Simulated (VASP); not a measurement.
Band structure of TiCo (CsCl type). Computed with r2SCAN meta-GGA, VASP's PBE PAW potentials (set 64) (plane waves; VASP).

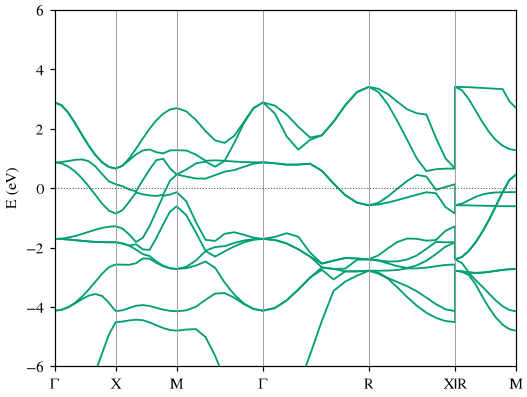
Fig. 1. Bands along high-symmetry lines, zero at the valence-band maximum or, without a gap, the Fermi level

Q: Read the plot: is there a gap, and where are the band edges?

A: It has no gap at this level: it comes out as a metal or semimetal.

The compound is TiCo in the CsCl type structure. It was relaxed first. The run is not spin-polarised, so no magnetic state was tried. The electron count is odd and the run is not spin-polarised, which forces a metal.
